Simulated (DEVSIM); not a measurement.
Device: abrupt Si p-n junction, at 300 K.

```tsv
layer (left to right)	material	thickness (μm)	Nd (cm⁻³)	Na (cm⁻³)	τn (s)	τp (s)
1	Si	3.60	-	7.2e16	5.7e-7	5.7e-7
2	Si	0.620	5.5e15	-	5.7e-7	5.7e-7
```

Left contact: ohmic. Right contact: ohmic. Voltage is applied to the left contact. Recombination: SRH at mid-gap, radiative, Auger. Mobility is μmin + (μ − μmin)/(1 + (N/Nref)^α).

This is a model device: material constants are rounded textbook-type values typed into the input, and sizes, dopings and lifetimes were drawn at random. Values at 300 K.

| parameter | Si |
|---|---|
| gap (eV) | 1.124 |
| affinity (eV) | 4.05 |
| permittivity | 11.7 |
| Nc (cm⁻³) | 2.86e19 |
| Nv (cm⁻³) | 3.1e19 |
| μn (cm²/Vs) | 1417 |
| μp (cm²/Vs) | 470 |
| μn,min | 52 |
| μp,min | 45 |
| Nref,n | 9.7e16 |
| Nref,p | 2.2e17 |
| αn | 0.68 |
| αp | 0.72 |
| B (cm³/s) | 4.7e-15 |
| Cn (cm⁶/s) | 2.8e-31 |
| Cp (cm⁶/s) | 9.9e-32 |

Model (solved in DEVSIM): 1D drift-diffusion, Boltzmann statistics, complete ionisation; no tunnelling, impact ionisation, image-force lowering or self-heating.

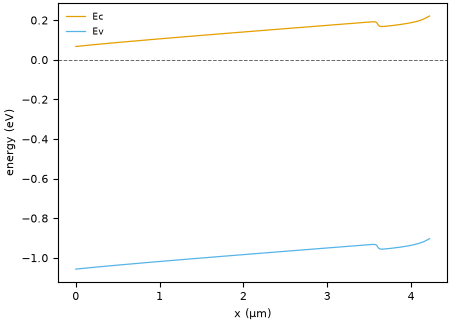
Band edges at 0.9 V on the left contact

Energies count from the Fermi level of the right contact; mesh points crowd at the junctions.

| x (μm) | Ec (eV) | Ev (eV) | n (cm⁻³) | p (cm⁻³) | field (V/cm) |
|---|---|---|---|---|---|
| 0.000 | 0.067 | -1.057 | 1600 | 7.2e16 | 430 |
| 0.02019 | 0.068 | -1.056 | 2.9e14 | 7.2e16 | 430 |
| 0.06046 | 0.070 | -1.054 | 8.3e14 | 7.3e16 | 420 |
| 0.1308 | 0.073 | -1.051 | 1.7e15 | 7.4e16 | 410 |
| 0.3228 | 0.080 | -1.044 | 3.7e15 | 7.6e16 | 390 |
| 0.6367 | 0.092 | -1.032 | 6.0e15 | 7.8e16 | 370 |
| 1.185 | 0.112 | -1.012 | 8.3e15 | 8.0e16 | 350 |
| 2.355 | 0.152 | -0.972 | 1.0e16 | 8.2e16 | 340 |
| 2.958 | 0.173 | -0.951 | 1.1e16 | 8.3e16 | 330 |
| 3.260 | 0.183 | -0.941 | 1.1e16 | 8.3e16 | 330 |
| 3.425 | 0.188 | -0.936 | 1.1e16 | 8.3e16 | 330 |
| 3.539 | 0.192 | -0.932 | 1.1e16 | 8.3e16 | 230 |
| 3.578 | 0.191 | -0.933 | 1.2e16 | 7.5e16 | -1600 |
| 3.599 | 0.182 | -0.942 | 1.8e16 | 5.2e16 | -8300 |
| 3.627 | 0.169 | -0.955 | 2.9e16 | 3.0e16 | -1400 |
| 3.668 | 0.168 | -0.956 | 3.0e16 | 2.5e16 | 250 |
| 3.739 | 0.171 | -0.953 | 2.8e16 | 2.2e16 | 470 |
| 3.874 | 0.178 | -0.946 | 2.2e16 | 1.7e16 | 610 |
| 4.069 | 0.194 | -0.930 | 1.3e16 | 8.2e15 | 1100 |
| 4.145 | 0.205 | -0.919 | 9.4e15 | 4.6e15 | 1800 |
| 4.191 | 0.214 | -0.910 | 6.9e15 | 2.1e15 | 2300 |
| 4.220 | 0.221 | -0.903 | 5.5e15 | 21000 | 2500 |
